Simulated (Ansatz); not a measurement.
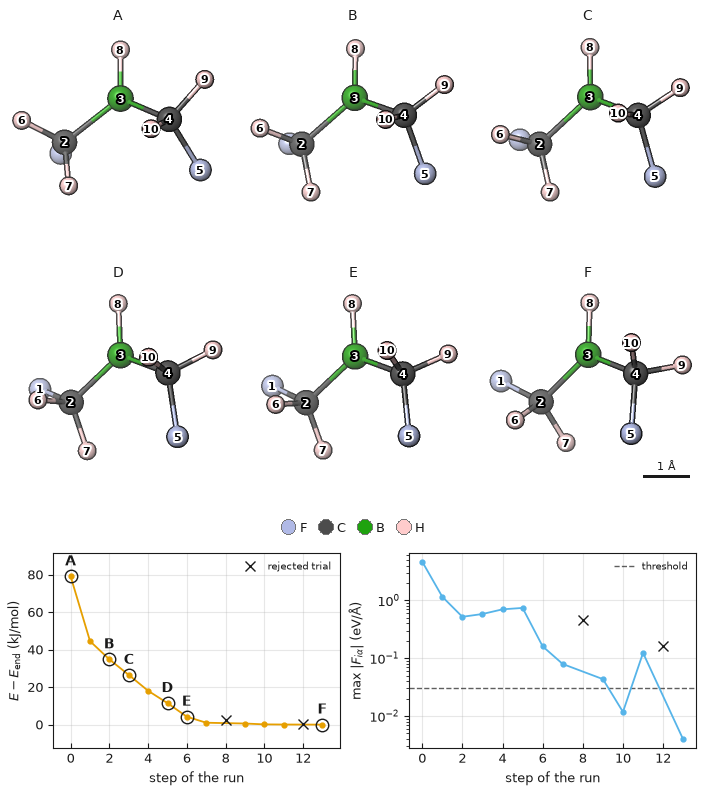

Frames of a relaxation of C$_{2}$H$_{5}$BF$_{2}$ (coarse preliminary run), marked on the history of the run. A ball-and-stick model, seen at a tilt.

The start comes from a force field.

The calculation used Ansatz, RKS PBE-D4/def2-SVP.

The input:
```yaml
crystal:
  periodic: [false, false, false]
  atoms:
    - {symbol: F, position_ang: [-0.382600, -2.290700, -0.613600]}
    - {symbol: C, position_ang: [0.473200, -1.273000, -0.262200]}
    - {symbol: B, position_ang: [-0.304300, -0.128500, 0.540000]}
    - {symbol: C, position_ang: [-0.204500, 1.381800, 0.030300]}
    - {symbol: F, position_ang: [-0.893200, 1.424800, -1.219000]}
    - {symbol: H, position_ang: [1.264500, -1.704700, 0.375600]}
    - {symbol: H, position_ang: [0.971900, -0.843800, -1.169900]}
    - {symbol: H, position_ang: [-0.780200, -0.384400, 1.558800]}
    - {symbol: H, position_ang: [-0.828400, 2.027300, 0.794200]}
    - {symbol: H, position_ang: [0.766800, 1.740000, -0.031200]}
basis:
  gaussian: {orbitals: def2-SVP}
hamiltonian: {xc: pbe, dispersion: d4}
relax: {f_tol: 0.03, max_steps: 200}
```

Run as
```bash
ansatz run in.yaml --threads 4 --pin off --events-out ev --progress --plain --max-ram 10444MiB
```

**What happens along the run?**

The energy falls by 79.0 kJ/mol in 11 accepted moves (13 points after the start). Largest force component: 4.7 eV/Å at the start, 0.0039 eV/Å at the end. The line search rejected the trial steps at points 8, 12 of the run. The forces were under the threshold at step 10, but the run went on from there. The atom that moves furthest after the best rigid fit is F5 (1.35 Å). By element the largest moves are F 1.35 Å, H 1.27 Å, C 0.23 Å, B 0.06 Å. Among the contacts that change: C4–H10 1.037 → 1.120 Å, B3–H8 1.153 → 1.217 Å, C4–H9 1.179 → 1.120 Å, B3–C4 1.597 → 1.563 Å. Among the angles between lasting bonds that change: B3–C4–F5 106.1° → 114.7°, H9–C4–H10 110.2° → 104.4°, F1–C2–B3 110.8° → 115.9°. Groups turn about C2–B3 by about 60°, B3–C4 by about 60°. The run took 13 s on 4 threads of Arm Neoverse V1, on a shared host. From step 0 to 2: H7 moves most (0.34 Å), energy −44.2 kJ/mol. From step 2 to 3: H6 moves most (0.20 Å), energy −8.28 kJ/mol. From step 3 to 5: F5 moves most (0.39 Å), energy −15.0 kJ/mol. From step 5 to 6: F5 moves most (0.20 Å), energy −7.25 kJ/mol. From step 6 to 13: F5 moves most (0.38 Å), energy −4.21 kJ/mol.
